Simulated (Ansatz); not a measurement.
**Geometry relaxation of WH$_{5}$F**

- system: WH$_{5}$F
- method: RKS BLYP/def2-SVP (Ansatz 0.2.0)

The input holds or restrains some coordinates. Forces given for the steps count only the free coordinates. It belongs to a series of runs on one base structure; here: pulled along the bonds that form and break, towards end A. Figures and captions count atoms from 1; the log counts them from 0 in places.

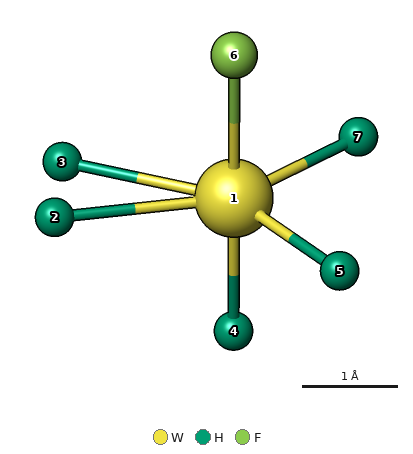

*The starting structure (ball-and-stick view, seen at a tilt; atoms are numbered from 1 in the order of the input). Sticks mark near contacts.*

## Summary

```csv
quantity,value
outcome,converged under the restraints of the input
total energy,−4620.3809 eV
mean-field energy,−4620.3809 eV
"largest force (length of the vector) at the end, held atoms and coordinates included",0.371 eV/Å
hardware,"1 thread of Intel Xeon (Sapphire Rapids), 16 GiB of memory available, shared host"
wall time,27 s
peak memory,0.16 GiB
```

## Input file
```yaml
crystal:
  periodic: [false, false, false]
  atoms:
    - { symbol: W, position_ang: [0.0, 0.0, 0.0] }
    - { symbol: H, position_ang: [0.9528, 0.0, 1.6669] }
    - { symbol: H, position_ang: [1.6669, 0.0, 0.9528] }
    - { symbol: H, position_ang: [0.0, 1.72, 0.0] }
    - { symbol: H, position_ang: [-1.72, 0.0, 0.0] }
    - { symbol: F, position_ang: [0.0, -1.85, 0.0] }
    - { symbol: H, position_ang: [0.0, 0.0, -1.72] }
basis:
  gaussian: { orbitals: def2-SVP }
hamiltonian:
  xc: blyp
relax:
  f_tol: 0.15
  max_steps: 25
  restrain:
    - { distance: [1, 2], at: 1.86, k: 30.0 }
    - { distance: [0, 1], at: 1.72, k: 30.0 }
    - { distance: [0, 2], at: 1.72, k: 30.0 }
output:
  orbitals: {}
```

Launched with:
```bash
ansatz run input.yaml --threads 1 --pin off --max-ram 2048MiB --backend cpu --events-out ev --progress --plain --runs-dir out
```

## The program's output
```
The last accepted step is kept in [file] (removed where the run ends without a failure and the disk answers)
Engine: ansatz 0.2.0, x86_64-unknown-linux-gnu
Functional definition: BLYP
  parameter beta = 0.0042
  parameter a = 0.04918
  parameter b = 0.132
  parameter c = 0.2533
  parameter d = 0.349
  exchange = b88_x(beta = beta)
  correlation = lyp_c(a = a, b = b, c = c, d = d)
745 factors; their error is unknown
mean field evaluation 1: about -4612.7814 eV, gradient 3.5e1 eV
mean field evaluation 2: about -4589.5526 eV, gradient 1.1e2 eV
mean field evaluation 4: about -4613.1369 eV, gradient 2.6e1 eV
mean field evaluation 8: about -4613.7714 eV, gradient 2.1e1 eV
mean field evaluation 16: about -4615.7946 eV, gradient 2.0e-3 eV
mean field evaluation 32: about -4615.0660 eV, gradient 7.0e0 eV
mean field evaluation 64: about -4615.7715 eV, gradient 1.4e0 eV
mean field evaluation 96: about -4614.1233 eV, gradient 7.2e0 eV
mean field -4615.79461711 eV, -169.6273234807 hartree, gradient 9.0e-6 eV, S^2 0.000000; 11 other end points of the search recorded, 0 dependent functions left out
the calculation of the forces begins
reference -4615.79500019 eV, -169.6273375588 hartree; 14, 14 occupied and 57, 57 virtual orbitals, 745 factors
relax step   1: F+E_penalty+E_count = -4615.79461711 eV  Δ(F+E_penalty+E_count) = +0.000e0 eV  max|allowed force component| = 2.799e0 eV/Å  E_restraint = 12.04025589 eV  max|allowed force component, restraints' pulls added| = 1.821e1 eV/Å  Δτ_max = 0.0000 Å  (374 SCF iters, accepted)
  distance H 1 - H 2 = 1.0099 Å
  distance W 0 - H 1 = 1.9200 Å
  distance W 0 - H 2 = 1.9200 Å
these checks for a lower state are left out or cut short: starts, cluster_reference, orbital_swaps, neighbouring_geometries, increment
745 factors; their error is unknown
mean field -4615.32646420 eV, -169.6101191787 hartree, gradient 1.1e-5 eV, S^2 0.000000; 0 other end points of the search recorded, 0 dependent functions left out
[... from here on the field's lines of each further geometry are left out, up to the last ...]
relax step   2: F+E_penalty+E_count = -4615.32646420 eV  Δ(F+E_penalty+E_count) = +4.682e-1 eV  max|allowed force component| = 2.818e0 eV/Å  E_restraint = 3.87001355 eV  max|allowed force component, restraints' pulls added| = 1.174e1 eV/Å  Δτ_max = 0.1950 Å  (87 SCF iters, accepted)
relax step   3: F+E_penalty+E_count = -4615.91815579 eV  Δ(F+E_penalty+E_count) = -5.917e-1 eV  max|allowed force component| = 1.761e0 eV/Å  E_restraint = 0.30934300 eV  max|allowed force component, restraints' pulls added| = 2.785e0 eV/Å  Δτ_max = 0.1946 Å  (46 SCF iters, accepted)
relax step   4: F+E_penalty+E_count = -4617.21513320 eV  Δ(F+E_penalty+E_count) = -1.297e0 eV  max|allowed force component| = 1.209e0 eV/Å  E_restraint = 0.06443702 eV  max|allowed force component, restraints' pulls added| = 1.531e0 eV/Å  Δτ_max = 0.1942 Å  (39 SCF iters, accepted)
relax step   5: F+E_penalty+E_count = -4618.19722055 eV  Δ(F+E_penalty+E_count) = -9.821e-1 eV  max|allowed force component| = 1.010e0 eV/Å  E_restraint = 0.02300061 eV  max|allowed force component, restraints' pulls added| = 1.010e0 eV/Å  Δτ_max = 0.1956 Å  (39 SCF iters, accepted)
relax step   6: F+E_penalty+E_count = -4618.85672518 eV  Δ(F+E_penalty+E_count) = -6.595e-1 eV  max|allowed force component| = 8.719e-1 eV/Å  E_restraint = 0.00495597 eV  max|allowed force component, restraints' pulls added| = 8.719e-1 eV/Å  Δτ_max = 0.1950 Å  (38 SCF iters, accepted)
relax step   7: F+E_penalty+E_count = -4619.39848285 eV  Δ(F+E_penalty+E_count) = -5.418e-1 eV  max|allowed force component| = 6.757e-1 eV/Å  E_restraint = 0.00001720 eV  max|allowed force component, restraints' pulls added| = 6.757e-1 eV/Å  Δτ_max = 0.1952 Å  (38 SCF iters, accepted)
relax step   8: F+E_penalty+E_count = -4619.79593217 eV  Δ(F+E_penalty+E_count) = -3.974e-1 eV  max|allowed force component| = 6.121e-1 eV/Å  E_restraint = 0.00091654 eV  max|allowed force component, restraints' pulls added| = 6.121e-1 eV/Å  Δτ_max = 0.1951 Å  (37 SCF iters, accepted)
relax step   9: F+E_penalty+E_count = -4620.09316026 eV  Δ(F+E_penalty+E_count) = -2.972e-1 eV  max|allowed force component| = 5.475e-1 eV/Å  E_restraint = 0.00239773 eV  max|allowed force component, restraints' pulls added| = 5.475e-1 eV/Å  Δτ_max = 0.1994 Å  (38 SCF iters, accepted)
relax step  10: F+E_penalty+E_count = -4620.30040689 eV  Δ(F+E_penalty+E_count) = -2.072e-1 eV  max|allowed force component| = 3.997e-1 eV/Å  E_restraint = 0.00189039 eV  max|allowed force component, restraints' pulls added| = 3.997e-1 eV/Å  Δτ_max = 0.1995 Å  (33 SCF iters, accepted)
the calculation of the forces begins
reference -4620.38086971 eV, -169.7958651550 hartree; 14, 14 occupied and 57, 57 virtual orbitals, 745 factors
relax step  11: F+E_penalty+E_count = -4620.38050122 eV  Δ(F+E_penalty+E_count) = -8.009e-2 eV  max|allowed force component| = 2.162e-1 eV/Å  E_restraint = 0.00115853 eV  max|allowed force component, restraints' pulls added| = 1.465e-1 eV/Å  Δτ_max = 0.1999 Å  (39 SCF iters, accepted)
  distance H 1 - H 2 = 1.8593 Å
  distance W 0 - H 1 = 1.7138 Å
  distance W 0 - H 2 = 1.7138 Å
745 factors; their error is unknown
mean field evaluation 224: about -4620.3805 eV, gradient 3.6e-5 eV
```

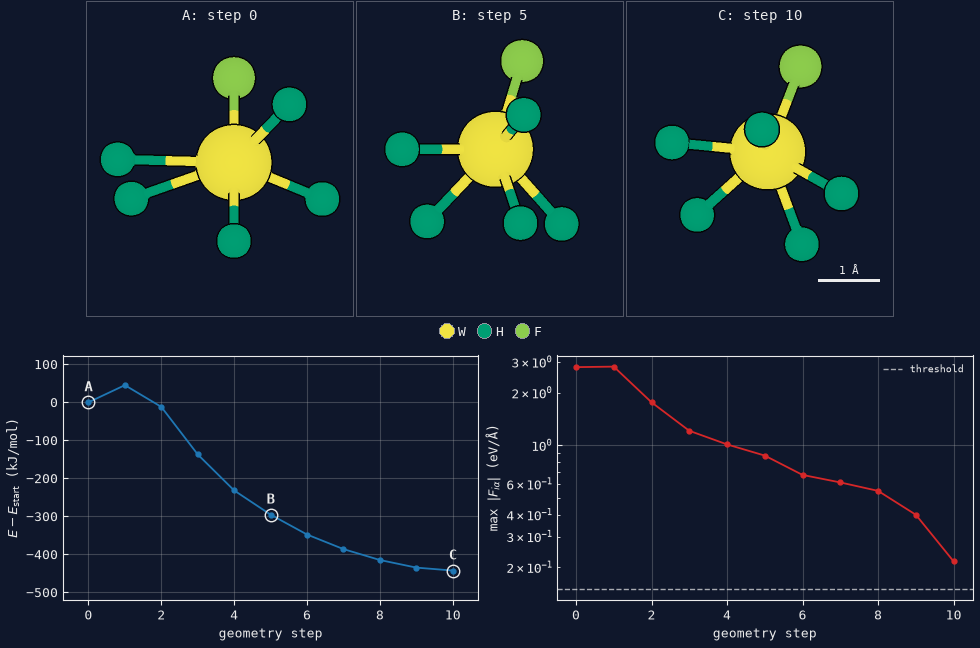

*Frames of the restrained relaxation (ball-and-stick view, seen at a tilt) above the curves, on which the letters mark them (the first geometry is step 0 here and step 1 in the log).*

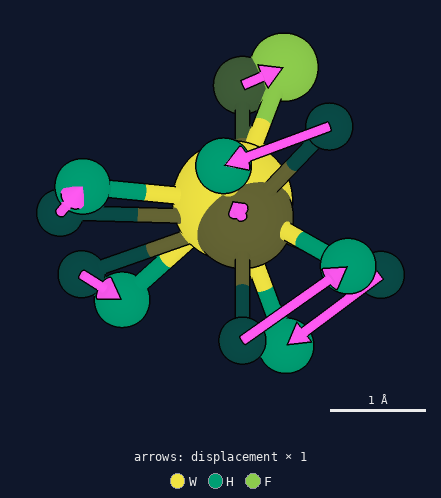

*Start (faint) and end (solid) with the displacements as pink arrows, at true length (ball-and-stick view, seen at a tilt). The two geometries are laid on each other by the best rigid fit.*

Over 10 geometry steps the energy falls by 442.5 kJ/mol. The largest force component goes from 2.8 to 0.22 eV/Å. The atom that moves furthest after the best rigid fit is H4 (1.41 Å). Largest moves by element: H 1.41 Å, F 0.48 Å, W 0.28 Å. Among the contacts that change: W1–H2 1.920 → 1.714 Å, W1–H4 1.720 → 1.702 Å. Among the angles that change: H4–W1–F6 180.0° → 115.3°, H2–W1–H5 119.8° → 63.8°, H2–W1–H3 30.5° → 65.7°. (Atoms are counted from 1 in the order of the input.)

```
mean field -4620.38050122 eV, -169.7958516134 hartree, gradient 1.7e-5 eV, S^2 0.000000; 1 other end points of the search recorded, 0 dependent functions left out
the calculation of the forces begins
reference -4620.38086971 eV, -169.7958651550 hartree; 14, 14 occupied and 57, 57 virtual orbitals, 745 factors
Total energy: -4620.38086971 eV, -169.7958651550 hartree
Atom 0 at     0.076445    -0.254801     0.076445 Å, force     0.213513     0.216169     0.213513 eV/Å
Atom 1 at     0.411510     0.066334     1.726214 Å, force     0.033133    -0.068951    -0.182930 eV/Å
Atom 2 at     1.726215     0.066334     0.411510 Å, force    -0.182930    -0.068951     0.033133 eV/Å
Atom 3 at    -0.810164     0.895526    -0.810164 Å, force    -0.018453    -0.048353    -0.018453 eV/Å
Atom 4 at    -1.139722     0.557558     0.946493 Å, force     0.000207     0.001742    -0.035978 eV/Å
Atom 5 at    -0.311078    -2.018509    -0.311079 Å, force    -0.009493    -0.033397    -0.009493 eV/Å
Atom 6 at     0.946493     0.557558    -1.139721 Å, force    -0.035978     0.001742     0.000207 eV/Å
Dipole moment:    -0.024302    -0.087403    -0.024302 e Å
```

## Trajectory as extended XYZ (Å, eV, eV/Å), 11 frames, from step=1 to step=11
```
7
Properties=species:S:1:pos:R:3:forces:R:3 step=1 energy=-4615.79462
W     0.0000    0.0000    0.0000   -1.2668  -0.9598  -1.2668
H     0.9528    0.0000    1.6669    2.7988   0.2928  -1.2681
H     1.6669    0.0000    0.9528   -1.2681   0.2928   2.7988
H     0.0000    1.7200    0.0000    0.2525   1.2173   0.2525
H    -1.7200    0.0000    0.0000    0.0539   0.3231  -0.6909
F     0.0000   -1.8500    0.0000    0.1206  -1.4892   0.1206
H     0.0000    0.0000   -1.7200   -0.6909   0.3231   0.0539
7
Properties=species:S:1:pos:R:3:forces:R:3 step=2 energy=-4615.32646
W     0.0618   -0.0206    0.0618    0.2173  -2.8176   0.2173
H     0.7843    0.0068    1.7648   -0.1720   0.8272  -0.3047
H     1.7648    0.0068    0.7843   -0.3047   0.8272  -0.1720
H     0.0078    1.7411    0.0078   -0.3078  -0.0025  -0.3078
H    -1.7084    0.0075   -0.0153   -0.3919   1.1668   1.2015
F     0.0047   -1.8789    0.0047   -0.2425  -1.1679  -0.2425
H    -0.0153    0.0075   -1.7084    1.2015   1.1668  -0.3919
7
Properties=species:S:1:pos:R:3:forces:R:3 step=3 energy=-4615.91816
W     0.1327   -0.0967    0.1327   -0.7111  -1.7606  -0.7111
H     0.6100    0.0369    1.8459    0.1028   0.9214  -0.2355
H     1.8459    0.0369    0.6100   -0.2355   0.9214   0.1028
H    -0.0110    1.7148   -0.0110   -0.4540  -0.8650  -0.4540
H    -1.7238    0.0545    0.0548    0.5087   0.8958   1.3918
F    -0.0090   -1.9309   -0.0090   -0.6027  -1.0089  -0.6027
H     0.0548    0.0545   -1.7238    1.3918   0.8958   0.5087
7
Properties=species:S:1:pos:R:3:forces:R:3 step=4 energy=-4617.21513
W     0.1415   -0.2085    0.1415   -0.7923  -1.0832  -0.7923
H     0.5231    0.1267    1.8329    0.1470   0.7268  -0.3716
H     1.8329    0.1267    0.5231   -0.3716   0.7268   0.1470
H    -0.0711    1.5868   -0.0711   -0.4143  -0.9586  -0.4143
H    -1.6423    0.1386    0.2097    0.7204   0.6500   1.2093
F    -0.0943   -2.0391   -0.0943   -0.4984  -0.7118  -0.4984
H     0.2097    0.1386   -1.6423    1.2093   0.6500   0.7204
7
Properties=species:S:1:pos:R:3:forces:R:3 step=5 energy=-4618.19722
W     0.1276   -0.2904    0.1276   -0.6572  -0.2925  -0.6572
H     0.4641    0.1934    1.7718    0.1271   0.3927  -0.3542
H     1.7718    0.1934    0.4641   -0.3542   0.3927   0.1271
H    -0.1258    1.4654   -0.1258   -0.4221  -0.7229  -0.4221
H    -1.5452    0.2177    0.3600    0.6282   0.3459   1.0105
F    -0.1528   -2.1271   -0.1528   -0.3324  -0.4618  -0.3324
H     0.3600    0.2177   -1.5452    1.0105   0.3459   0.6282
7
Properties=species:S:1:pos:R:3:forces:R:3 step=6 energy=-4618.85672
W     0.1048   -0.3178    0.1048   -0.3858  -0.3484  -0.3858
H     0.4116    0.2209    1.7219    0.1659   0.0893  -0.2555
H     1.7219    0.2209    0.4116   -0.2555   0.0893   0.1659
H    -0.2089    1.3767   -0.2089   -0.6089  -0.3750  -0.6089
H    -1.4566    0.2687    0.5260    0.4063   0.1789   0.8719
F    -0.1992   -2.1683   -0.1992   -0.1940   0.1870  -0.1940
H     0.5260    0.2687   -1.4566    0.8719   0.1789   0.4063
7
Properties=species:S:1:pos:R:3:forces:R:3 step=7 energy=-4619.39848
W     0.0898   -0.3181    0.0898   -0.2529   0.0336  -0.2529
H     0.3841    0.2121    1.6999    0.1862  -0.1360  -0.1401
H     1.6999    0.2121    0.3841   -0.1401  -0.1360   0.1862
H    -0.3413    1.3214   -0.3413   -0.6757  -0.5558  -0.6757
H    -1.3846    0.3011    0.6918    0.3924   0.1032   0.5850
F    -0.2399   -2.1596   -0.2399   -0.0950   0.5879  -0.0950
H     0.6918    0.3011   -1.3846    0.5850   0.1032   0.3924
7
Properties=species:S:1:pos:R:3:forces:R:3 step=8 energy=-4619.79593
W     0.0828   -0.2969    0.0828   -0.0280   0.0015  -0.0280
H     0.3839    0.1845    1.7008    0.1751  -0.1902  -0.0930
H     1.7008    0.1845    0.3839   -0.0930  -0.1902   0.1751
H    -0.4692    1.2482   -0.4692   -0.6121  -0.5459  -0.6121
H    -1.3266    0.3321    0.7953    0.2644   0.1982   0.3625
F    -0.2672   -2.1146   -0.2672   -0.0689   0.5284  -0.0689
H     0.7953    0.3321   -1.3266    0.3625   0.1982   0.2644
7
Properties=species:S:1:pos:R:3:forces:R:3 step=9 energy=-4620.09316
W     0.0843   -0.2744    0.0843    0.0243  -0.3274   0.0243
H     0.3970    0.1410    1.7148    0.1405  -0.1398  -0.0980
H     1.7148    0.1410    0.3970   -0.0980  -0.1398   0.1405
H    -0.5858    1.1361   -0.5858   -0.5343  -0.2767  -0.5343
H    -1.2774    0.4015    0.8470    0.2302   0.1681   0.2508
F    -0.2802   -2.0766   -0.2802   -0.0135   0.5475  -0.0135
H     0.8470    0.4015   -1.2774    0.2508   0.1681   0.2302
7
Properties=species:S:1:pos:R:3:forces:R:3 step=10 energy=-4620.30041
W     0.0781   -0.2585    0.0781    0.1428  -0.2419   0.1428
H     0.4050    0.0977    1.7205    0.0781  -0.0927  -0.1564
H     1.7205    0.0977    0.4050   -0.1564  -0.0927   0.0781
H    -0.7048    1.0288   -0.7048   -0.2765  -0.2077  -0.2765
H    -1.2150    0.4759    0.9048    0.1355   0.1177   0.0792
F    -0.2889   -2.0475   -0.2889   -0.0027   0.3997  -0.0027
H     0.9048    0.4759   -1.2150    0.0792   0.1177   0.1355
7
Properties=species:S:1:pos:R:3:forces:R:3 step=11 energy=-4620.38050
W     0.0764   -0.2548    0.0764    0.2135   0.2162   0.2135
H     0.4115    0.0663    1.7262    0.0331  -0.0690  -0.1829
H     1.7262    0.0663    0.4115   -0.1829  -0.0690   0.0331
H    -0.8102    0.8955   -0.8102   -0.0185  -0.0484  -0.0185
H    -1.1397    0.5576    0.9465    0.0002   0.0017  -0.0360
F    -0.3111   -2.0185   -0.3111   -0.0095  -0.0334  -0.0095
H     0.9465    0.5576   -1.1397   -0.0360   0.0017   0.0002
```

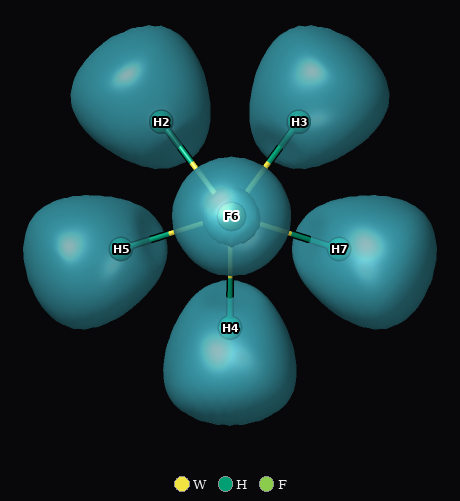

*Isosurface of the ELF at 0.75 (cyan), seen face on. Core shells and regions of very low density are left out.*

Profiles from the grid: W–F (1.85 Å): the ELF peaks at about 0.85 in the valence shell of F, 0.5 Å from its nucleus, and drops to about 0.20 between the two atoms. W–H (1.70 Å): the ELF climbs to about 1 towards the hydrogen, as it does in any bond to H.

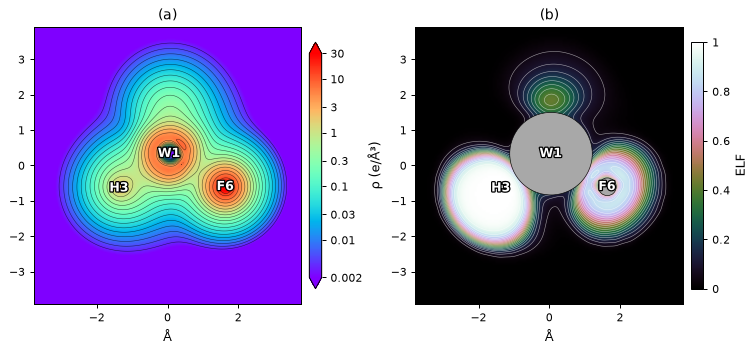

*(a) electron density; (b) ELF on the plane of atoms H3, W1 and F6. Grey discs, where drawn, cover atomic cores.*

Atoms in the plane: W, H and F. W–F (1.85 Å): ρ is about 1 e/Å³ halfway; the ELF peaks at about 0.85 in the valence shell of F, 0.5 Å from its nucleus, and drops to about 0.20 between the two atoms. W–H (1.71 Å): ρ is about 1.4 e/Å³ halfway, with its minimum of 0.89 e/Å³ about 1.1 Å from W; the ELF climbs to about 1 towards the hydrogen.

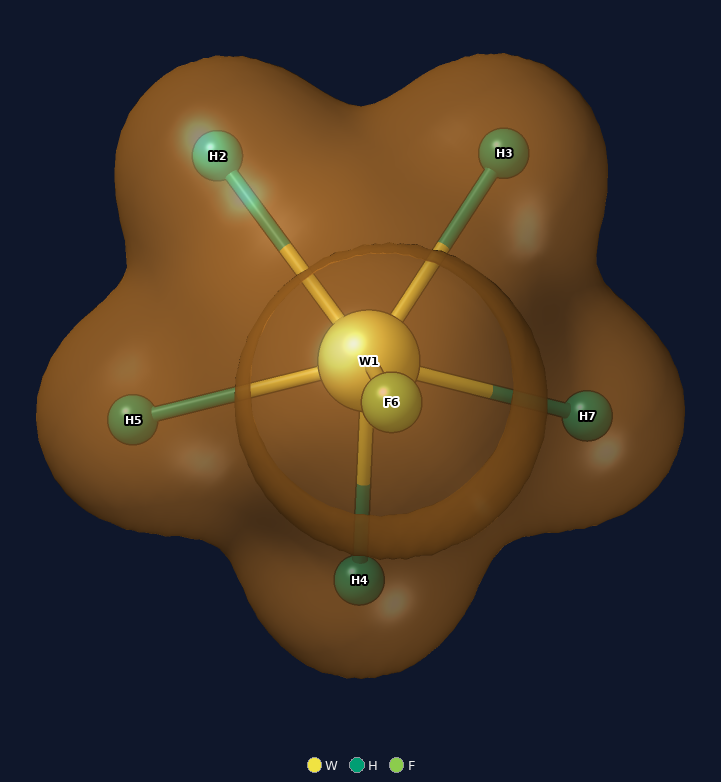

*Isosurface of the total electron density at 0.2 e/Å³ (orange), seen face on.*

At this value the surface is in one piece. On the grid the lowest density along these lines, outside the cores, is 0.99 e/Å³ (W–F, 1.85 Å) and 0.92 e/Å³ (W–H, 1.70 Å).
